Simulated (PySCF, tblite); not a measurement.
# C6H11FSSi: geometry, infrared bands and NMR shifts

Wanted: the infrared bands and NMR shifts of C6H11FSSi (`C=CC/C=C(/[SiH2]F)SC`), by calculation.

The runs use tblite 0.8.0 and PySCF 2.14.0, with density-fitted response routines of our own; the level of theory stands in each step. All values are computed, except where a source is named. Atoms count from 0, in the outputs and in this text.

### Step 1. The molecule as given

20 atoms, charge 0, multiplicity 1; geometry from: force field or distance geometry start.

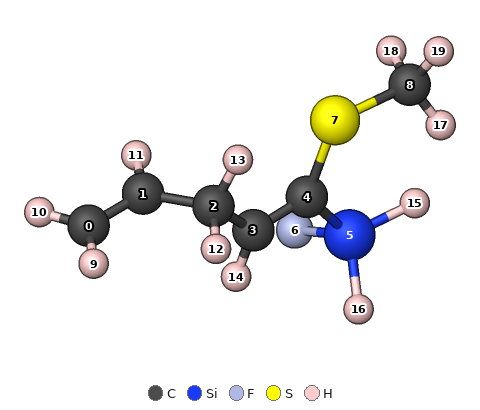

As it starts; carbon dark grey, silicon blue, fluorine light blue, sulfur yellow, hydrogen pink, atoms numbered; sticks join atoms by distance.

### Step 2. Optimising the geometry with GFN2-xTB

What the job is given:

```
{"job": {"kind": "relax", "xc": "GFN2-xTB", "basis": "xTB"}, "charge": 0, "multiplicity": 1}
C      3.840300     0.070300     0.628500
C      2.526800     0.340000     0.703100
C      1.641900     0.433300    -0.462300
C      0.570800    -0.592700    -0.326200
C     -0.719800    -0.288900    -0.246200
Si    -1.898800    -1.709600    -0.072200
F     -1.638500    -2.406000     1.451600
S     -1.242500     1.409700    -0.338200
C     -3.050200     1.571400    -0.231900
H      4.337100    -0.090700    -0.325600
H      4.381100     0.022600     1.563200
H      2.045200     0.491000     1.695100
H      2.179300     0.157800    -1.394800
H      1.190500     1.448500    -0.576800
H      0.887700    -1.627100    -0.260900
H     -3.271600    -1.297600    -0.278200
H     -1.518400    -2.761000    -1.049900
H     -3.547400     0.686400    -0.647200
H     -3.331100     1.631400     0.859200
H     -3.387600     2.522000    -0.693300
```

Started as:

```bash
> OMP_NUM_THREADS=1 python probes_run.py task.json out
```

This one command runs all jobs of the session in turn.

Output:

```text
step      E/eV     max force
  0    -765.75749    1.866
  1    -765.94228    1.322
  2    -766.01388    0.993
  3    -766.05040    0.615
  4    -766.08688    0.442
  5    -766.10490    0.469
  6    -766.12224    0.382
  7    -766.13372    0.292
  8    -766.14361    0.250
  9    -766.15113    0.183
 10    -766.15641    0.149
 11    -766.16064    0.128
 12    -766.16441    0.156
 13    -766.16772    0.123
 14    -766.17021    0.112
 15    -766.17209    0.105
 16    -766.17403    0.130
 17    -766.17616    0.114
 18    -766.17800    0.084
 19    -766.17937    0.086
 20    -766.18064    0.099
 21    -766.18243    0.140
 22    -766.18518    0.168
 23    -766.18866    0.162
 24    -766.19219    0.151
 25    -766.19551    0.160
 26    -766.19897    0.148
 27    -766.20292    0.166
 28    -766.20679    0.199
 29    -766.21037    0.198
 30    -766.21391    0.205
 31    -766.21734    0.163
 32    -766.21995    0.108
 33    -766.21998    0.228
 34    -766.22276    0.096
 35    -766.22383    0.078
 36    -766.22631    0.082
 37    -766.22748    0.080
 38    -766.22888    0.078
 39    -766.23016    0.084
 40    -766.23157    0.090
 41    -766.23261    0.062
 42    -766.23350    0.055
 43    -766.23425    0.066
 44    -766.23499    0.051
 45    -766.23561    0.056
 46    -766.23609    0.046
 47    -766.23649    0.056
 48    -766.23690    0.062
 49    -766.23727    0.046
 50    -766.23759    0.045
 51    -766.23787    0.037
 52    -766.23816    0.051
 53    -766.23849    0.053
 54    -766.23889    0.049
 55    -766.23936    0.049
 56    -766.23990    0.048
 57    -766.24044    0.058
 58    -766.24092    0.073
 59    -766.24138    0.051
 60    -766.24201    0.055
 61    -766.24251    0.052
 62    -766.24305    0.057
 63    -766.24358    0.056
 64    -766.24424    0.064
 65    -766.24513    0.089
 66    -766.24628    0.090
 67    -766.24757    0.100
 68    -766.24904    0.103
 69    -766.25090    0.123
 70    -766.25252    0.149
 71    -766.25358    0.139
 72    -766.25547    0.084
 73    -766.25654    0.058
 74    -766.25719    0.054
 75    -766.25793    0.057
 76    -766.25876    0.060
 77    -766.25973    0.064
 78    -766.26069    0.067
 79    -766.26149    0.079
 80    -766.26221    0.093
 81    -766.26291    0.068
 82    -766.26370    0.072
 83    -766.26444    0.073
 84    -766.26565    0.069
 85    -766.26638    0.049
 86    -766.26694    0.044
 87    -766.26735    0.050
 88    -766.26774    0.053
 89    -766.26818    0.050
 90    -766.26867    0.044
 91    -766.26919    0.056
 92    -766.26967    0.055
 93    -766.27008    0.039
 94    -766.27043    0.034
 95    -766.27072    0.035
 96    -766.27094    0.025
 97    -766.27107    0.033
 98    -766.27123    0.028
 99    -766.27145    0.027
100    -766.27174    0.033
101    -766.27198    0.035
102    -766.27221    0.037
103    -766.27247    0.041
104    -766.27292    0.056
105    -766.27361    0.068
106    -766.27454    0.072
107    -766.27557    0.066
108    -766.27665    0.076
109    -766.27775    0.082
110    -766.27789    0.178
111    -766.28020    0.115
112    -766.28162    0.095
113    -766.28340    0.108
114    -766.28476    0.101
115    -766.28509    0.174
116    -766.28765    0.119
117    -766.28968    0.117
118    -766.29252    0.072
119    -766.29338    0.094
120    -766.29465    0.112
121    -766.29633    0.116
122    -766.29818    0.088
123    -766.30000    0.128
124    -766.30096    0.116
125    -766.30227    0.133
126    -766.30319    0.066
127    -766.30395    0.063
128    -766.30535    0.062
129    -766.30679    0.083
130    -766.30859    0.096
131    -766.31019    0.106
132    -766.31132    0.131
133    -766.31187    0.080
134    -766.31226    0.160
135    -766.31348    0.061
136    -766.31436    0.063
137    -766.31566    0.090
138    -766.31672    0.066
139    -766.31782    0.082
140    -766.31944    0.085
141    -766.32098    0.083
142    -766.32200    0.122
143    -766.32321    0.084
144    -766.32457    0.076
145    -766.32693    0.135
146    -766.32802    0.072
147    -766.32966    0.069
148    -766.33054    0.060
149    -766.33126    0.055
150    -766.33214    0.055
151    -766.33296    0.055
152    -766.33347    0.066
153    -766.33374    0.109
154    -766.33475    0.066
155    -766.33567    0.031
156    -766.33646    0.044
157    -766.33697    0.038
158    -766.33723    0.044
159    -766.33741    0.048
160    -766.33758    0.043
161    -766.33782    0.033
162    -766.33803    0.025
163    -766.33824    0.031
164    -766.33844    0.030
165    -766.33864    0.023
166    -766.33881    0.025
167    -766.33896    0.023
168    -766.33911    0.025
169    -766.33931    0.026
170    -766.33957    0.027
171    -766.33989    0.030
172    -766.34021    0.036
173    -766.34050    0.032
174    -766.34073    0.035
175    -766.34091    0.035
176    -766.34107    0.026
177    -766.34126    0.029
178    -766.34139    0.027
179    -766.34152    0.023
180    -766.34160    0.017
181    -766.34165    0.014
182    -766.34167    0.011
183    -766.34170    0.009
```

It took 1.8 s on 1 thread of Arm Neoverse V1, shared host; peak memory 0.18 GiB.

The steps of the relaxation: (not every step is listed)

| step | energy from step 0 (eV) | largest force (eV/Å) |
| --- | --- | --- |
| 0 | 0.0000 | 1.8665 |
| 1 | -0.1848 | 1.3224 |
| 2 | -0.2564 | 0.9926 |
| 3 | -0.2929 | 0.6150 |
| 4 | -0.3294 | 0.4422 |
| 5 | -0.3474 | 0.4693 |
| 6 | -0.3648 | 0.3821 |
| 7 | -0.3762 | 0.2916 |
| 8 | -0.3861 | 0.2498 |
| 25 | -0.4380 | 0.1602 |
| 42 | -0.4760 | 0.0555 |
| 59 | -0.4839 | 0.0509 |
| 76 | -0.5013 | 0.0600 |
| 93 | -0.5126 | 0.0394 |
| 110 | -0.5204 | 0.1780 |
| 127 | -0.5465 | 0.0630 |
| 144 | -0.5671 | 0.0758 |
| 161 | -0.5803 | 0.0325 |
| 178 | -0.5839 | 0.0266 |
| 179 | -0.5840 | 0.0225 |
| 180 | -0.5841 | 0.0169 |
| 181 | -0.5842 | 0.0145 |
| 182 | -0.5842 | 0.0108 |
| 183 | -0.5842 | 0.0090 |

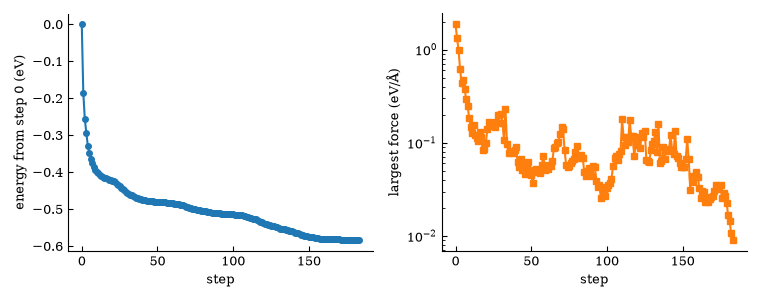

Energy and force, step by step.

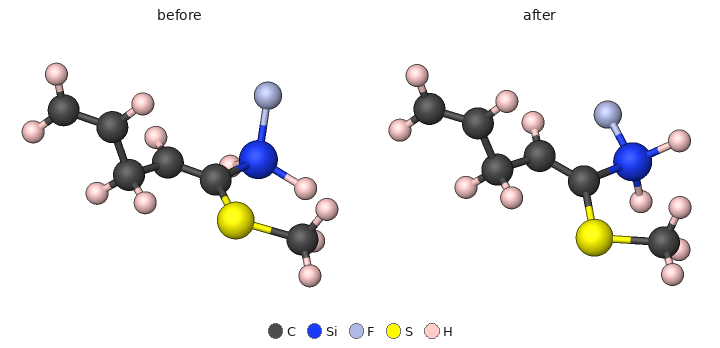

Before and after, at one scale.

Close pairs (by a distance rule), those that changed most:

| bond | before (Å) | after (Å) | change (Å) |
| --- | --- | --- | --- |
| Si5–F6 | 1.695 | 1.609 | -0.087 |
| C8–H18 | 1.128 | 1.085 | -0.043 |
| C1–C2 | 1.466 | 1.498 | +0.032 |
| C1–H11 | 1.113 | 1.082 | -0.031 |
| Si5–H16 | 1.485 | 1.456 | -0.029 |
| C4–Si5 | 1.854 | 1.883 | +0.028 |
| C0–C1 | 1.343 | 1.319 | -0.024 |
| C8–H19 | 1.109 | 1.086 | -0.023 |

The next job starts from the end point, and lists it.

### Step 3. Vibrational analysis with GFN2-xTB

What the job is given:

```
{"job": {"kind": "ir", "xc": "GFN2-xTB", "basis": "xTB"}, "charge": 0, "multiplicity": 1}
C      3.911813     0.188644     0.702794
C      2.613221     0.394852     0.810699
C      1.653006     0.387680    -0.338946
C      0.524739    -0.564063    -0.100846
C     -0.771404    -0.315554    -0.312573
Si    -2.085563    -1.637698    -0.049853
F     -1.294593    -2.974137     0.370369
S     -1.251316     1.260153    -0.988773
C     -2.978058     1.424279    -0.450203
H      4.377953    -0.004877    -0.249754
H      4.567147     0.210813     1.556910
H      2.167787     0.589925     1.777616
H      2.179323     0.103387    -1.254873
H      1.242945     1.391915    -0.486913
H      0.807629    -1.537692     0.277005
H     -2.965243    -1.367822     1.080220
H     -2.780390    -1.973242    -1.284853
H     -3.599798     0.673314    -0.927325
H     -3.034977     1.344608     0.630325
H     -3.289370     2.416195    -0.764062
```

Output:

```text
mode    cm-1     km/mol
  1      17.5      0.92
  2      38.3      4.17
  3      50.8      1.37
  4      68.8      3.69
  5     101.3      1.30
  6     144.7      4.06
  7     164.4      0.45
  8     184.6      0.47
  9     209.4      2.47
 10     260.3      4.62
 11     280.1      0.71
 12     358.2     10.48
 13     421.9      9.86
 14     454.7      5.71
 15     529.3    115.14
 16     573.3      6.69
 17     601.4     12.66
 18     642.4      0.16
 19     728.8      1.39
 20     739.9    189.34
 21     762.8    283.59
 22     798.2      5.80
 23     818.6    214.56
 24     880.5     58.60
 25     897.3     25.48
 26     920.0     19.81
 27     935.0      0.97
 28     952.0     19.32
 29    1002.1     41.28
 30    1023.8      3.88
 31    1069.7      4.45
 32    1121.6     12.07
 33    1185.0      2.66
 34    1247.7      6.04
 35    1284.8      2.63
 36    1309.6      9.11
 37    1317.7      0.40
 38    1414.8      5.56
 39    1445.1      3.68
 40    1448.7      9.67
 41    1453.5      8.03
 42    1621.6     81.51
 43    1717.7     15.66
 44    2303.0    348.27
 45    2325.3    144.93
 46    2940.6     29.21
 47    2954.6     16.69
 48    3032.3     10.37
 49    3041.3      8.67
 50    3053.4      3.64
 51    3056.1     21.30
 52    3057.7     28.42
 53    3097.3     27.99
 54    3123.8     56.16
```

It took 0.98 s on 1 thread of Arm Neoverse V1, shared host; peak memory 0.18 GiB.

Which atoms move in the most intense modes:

| cm⁻¹ | km/mol | atoms |
| --- | --- | --- |
| 529 | 115.1 | H15 27 %, H16 26 %, C4 26 %, Si5 15 % |
| 740 | 189.3 | H15 53 %, H16 36 % |
| 763 | 283.6 | H16 46 %, H15 46 % |
| 819 | 214.6 | F6 55 %, Si5 38 % |
| 880 | 58.6 | C4 18 %, C2 14 %, H12 12 %, H14 11 % |
| 1622 | 81.5 | C3 53 %, C4 42 % |
| 2303 | 348.3 | H15 70 %, H16 26 % |
| 2325 | 144.9 | H16 71 %, H15 27 % |

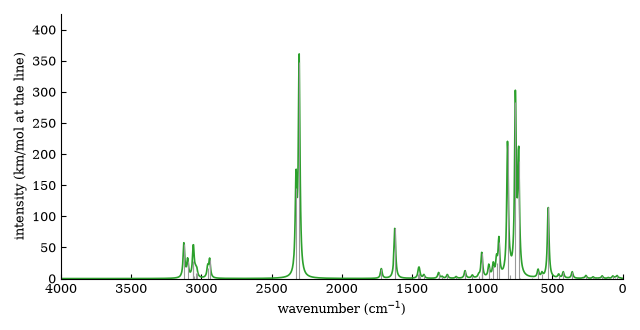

The infrared spectrum from these modes, unscaled. Lines are broadened to a width of 14 cm⁻¹ (Lorentzian).

### Step 4. Shielding tensors: PBE0/pcSseg-1

The job, as its differences from that of step 3:

```diff
@@ -1,2 +1,2 @@
-{"job": {"kind": "ir", "xc": "GFN2-xTB", "basis": "xTB"}, "charge": 0, "multiplicity": 1}
+{"job": {"kind": "nmr", "xc": "PBE0", "basis": "pcSseg-1"}, "charge": 0, "multiplicity": 1}
 C      3.911813     0.188644     0.702794
```

With the program's defaults for keys left out, this is: GIAO PBE0/pcSseg-1 NMR shielding, non-relativistic, gas phase.

Output:

```text
coarse grid: 17672 points
cycle   1  E = -1021.9428504232  dE =  9.184e-01  |g| = 6.271e-01  |ddm| = 4.119e+00
cycle   2  E = -1021.8863239619  dE =  5.653e-02  |g| = 8.898e-01  |ddm| = 1.239e+00
cycle   3  E = -1022.0198567274  dE = -1.335e-01  |g| = 1.016e-01  |ddm| = 7.510e-01
cycle   4  E = -1022.0217284836  dE = -1.872e-03  |g| = 4.135e-02  |ddm| = 1.200e-01
cycle   5  E = -1022.0220635161  dE = -3.350e-04  |g| = 1.948e-02  |ddm| = 4.760e-02
cycle   6  E = -1022.0221550609  dE = -9.154e-05  |g| = 3.018e-03  |ddm| = 1.987e-02
cycle   7  E = -1022.0221572718  dE = -2.211e-06  |g| = 9.545e-04  |ddm| = 4.334e-03
final grid: 161616 points
cycle   8  E = -1022.0839003331  dE = -3.508e-05  |g| = 1.002e-02  |ddm| = 3.380e-02
cycle   9  E = -1022.0838826955  dE =  1.764e-05  |g| = 1.280e-02  |ddm| = 2.319e-02
cycle  10  E = -1022.0839258880  dE = -4.319e-05  |g| = 1.717e-03  |ddm| = 1.491e-02
cycle  11  E = -1022.0839266496  dE = -7.616e-07  |g| = 3.212e-04  |ddm| = 1.821e-03
cycle  12  E = -1022.0839266718  dE = -2.220e-08  |g| = 1.336e-04  |ddm| = 4.737e-04
cycle  13  E = -1022.0839266761  dE = -4.331e-09  |g| = 3.463e-05  |ddm| = 1.613e-04
cycle  14  E = -1022.0839266764  dE = -2.656e-10  |g| = 1.301e-05  |ddm| = 4.734e-05
converged SCF energy = -1022.0839266764

GIAO shielding tensors (ppm)
atom      isotropic    diamagn.    paramagn.     s11        s22        s33       span
  0 C       63.843     251.719    -187.876    -47.735     81.972    157.294    205.029
  1 C       42.040     255.622    -213.582    -81.693     50.648    157.165    238.858
  2 C      146.451     248.597    -102.146    128.237    142.363    168.752     40.515
  3 C       39.127     256.591    -217.464    -76.293     40.037    153.638    229.931
  4 C       49.107     266.367    -217.260    -38.207     49.147    136.381    174.588
  5 Si     361.239     879.628    -518.389    324.945    334.246    424.526     99.581
  6 F      402.327     470.459     -68.132    369.622    404.163    433.197     63.576
  7 S      490.363    1059.227    -568.864    304.698    469.171    697.221    392.523
  8 C      168.925     254.199     -85.273    156.331    163.254    187.191     30.860
  9 H       26.207      30.165      -3.958     22.648     25.655     30.319      7.671
 10 H       26.324      27.549      -1.225     23.344     25.343     30.285      6.941
 11 H       25.769      31.787      -6.018     23.238     24.579     29.490      6.252
 12 H       29.146      32.264      -3.118     25.090     28.564     33.784      8.694
 13 H       27.758      32.138      -4.380     22.508     27.587     33.179     10.670
 14 H       25.467      35.024      -9.557     22.149     23.847     30.406      8.257
 15 H       26.269      29.641      -3.371     22.181     26.465     30.162      7.981
 16 H       26.233      29.187      -2.954     22.310     25.828     30.562      8.253
 17 H       29.387      30.218      -0.832     24.053     28.139     35.968     11.915
 18 H       29.383      31.815      -2.431     24.616     27.570     35.964     11.348
 19 H       29.699      29.287       0.412     24.733     26.692     37.673     12.939
```

Run time: 50 s. Hardware: 1 thread of Arm Neoverse V1, shared host; peak memory 0.93 GiB.

Shifts follow as δ = σ(reference) − σ, with reference shieldings (ppm) from runs at the same level and on the same kind of geometry: 1H TMS 31.72, 13C TMS 186.9, 29Si TMS 349.2, 19F CFCl3 170.9, 33S CS2 504. The references are single molecules in the gas phase, so shifts against H2O, NH3, PH3, H3PO4 or CFCl3 are not on the usual liquid scales and can be off by tens of ppm. Atoms listed in one row are averaged.

| atoms | environment | σ (ppm) | δ (ppm) | δ scaled to CDCl3 |
| --- | --- | --- | --- | --- |
| C3 | alkene CH | 39.1 | 147.8 | 142.3 |
| C1 | alkene CH | 42.0 | 144.9 | 139.5 |
| C4 | fully substituted alkene carbon | 49.1 | 137.8 | 128.2 |
| C0 | terminal =CH2 carbon | 63.8 | 123.1 | 118.2 |
| C2 | allylic sp3 CH2 | 146.5 | 40.5 | 37.6 |
| C8 | methyl carbon bonded to S | 168.9 | 18.0 | 11.2 |
| H14 | hydrogen on an alkene CH | 25.47 | 6.25 | 6.00 |
| H11 | hydrogen on an alkene CH | 25.77 | 5.95 | 5.71 |
| H9 | hydrogen on a terminal =CH2 carbon | 26.21 | 5.51 | 5.30 |
| H15, H16 | hydrogen on a silicon bonded to C, F | 26.25 | 5.47 | – |
| H10 | hydrogen on a terminal =CH2 carbon | 26.32 | 5.39 | 5.19 |
| H12, H13 | hydrogen on an allylic sp3 CH2 | 28.45 | 3.26 | 3.18 |
| H17, H18, H19 | hydrogen on a methyl carbon bonded to S | 29.49 | 2.23 | 2.20 |
| Si5 | silicon bonded to C, F, 2 H | 361.2 | -12.1 | – |
| F6 | fluorine bonded to Si | 402.3 | -231.4 | – |
| S7 | sulfide sulfur | 490 | 13 | – |

The scaled column applies a straight-line fit of computed shieldings to shifts measured in CDCl3, with any fitted terms for Cl, Br or S neighbours, and one for carbons that bear F (root-mean-square error 0.16 ppm for H, 1.9 ppm for C).

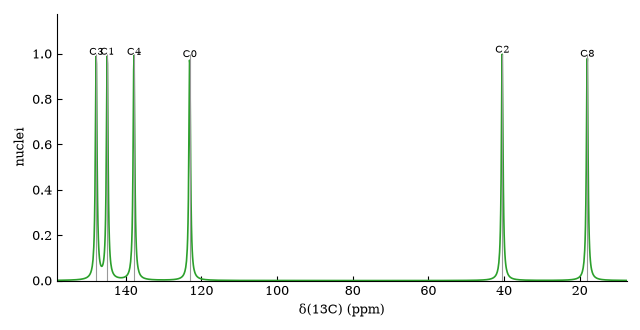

13C lines at the computed shifts, without couplings. Lines are broadened to a width of 0.52 ppm (Lorentzian).

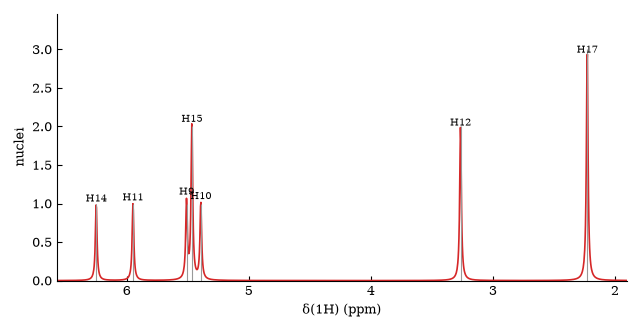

1H lines at the computed shifts, without couplings. Lines are broadened to a width of 0.02 ppm (Lorentzian).

The run also stored atomic charges by several schemes (e):

| atoms | Mulliken | IAO | Hirshfeld | ESP fit |
| --- | --- | --- | --- | --- |
| C0 | -0.15 | -0.32 | -0.10 | -0.51 |
| C1 | -0.24 | -0.13 | -0.03 | -0.11 |
| C2 | -0.14 | -0.27 | -0.07 | 0.08 |
| C3 | -0.11 | -0.13 | -0.04 | -0.14 |
| C4 | -0.56 | -0.43 | -0.13 | -0.23 |
| Si5 | 0.98 | 1.09 | 0.41 | 0.66 |
| F6 | -0.43 | -0.54 | -0.20 | -0.31 |
| S7 | 0.04 | 0.14 | 0.02 | -0.13 |
| C8 | -0.41 | -0.51 | -0.12 | -0.40 |

Hirshfeld charges:

C0 -0.10; C1 -0.03; C2 -0.07; C3 -0.04; C4 -0.13; Si5 0.41; F6 -0.20; S7 0.02; C8 -0.12; H9 0.04; H10 0.05; H11 0.04; H12 0.05; H13 0.03; H14 0.04; H15 -0.07; H16 -0.07; H17 0.05; H18 0.05; H19 0.06

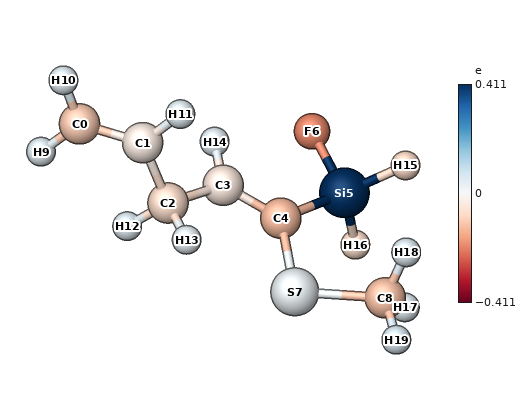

Hirshfeld charges, as colours on the atoms.

Mayer bond orders: C0–C1 1.99, C1–C2 1.02, C2–C3 1.02, C3–C4 1.86, C4–Si5 0.81, Si5–F6 0.91, C4–S7 1.03, S7–C8 0.99.

### Step 5. What came out

| quantity | value |
| --- | --- |
| strongest single infrared mode (GFN2-xTB) | 2303 cm⁻¹, 348 km/mol |
| zero-point energy (GFN2-xTB) | 93.2 kcal/mol |
| 13C shifts against TMS (PBE0/pcSseg-1) | 147.8, 144.9, 137.8, 123.1, 40.5, 18.0 ppm |
| 1H shifts against TMS (PBE0/pcSseg-1, means over atoms taken as alike) | 6.25, 5.95, 5.51, 5.47, 5.39, 3.26, 2.23 ppm |
| 29Si shifts against TMS (PBE0/pcSseg-1) | -12.1 ppm |
| 19F shifts against CFCl3 (PBE0/pcSseg-1) | -231.4 ppm |
| 33S shifts against CS2 (PBE0/pcSseg-1) | 13 ppm |

What this shows: Over 183 steps the energy fell by 0.584 eV; of the close pairs, Si5–F6 changed most, 1.695 to 1.609 Å. No mode is imaginary among the 54: a minimum at this level. The strongest single mode, at 2303 cm⁻¹, moves mainly H15. Unscaled tight-binding wavenumbers are off by several per cent, some by more. Its intensities can rank the bands wrongly. At PBE0/pcSseg-1: The widest tensor belongs to S7: span 393 ppm, with a paramagnetic part of -569 ppm.
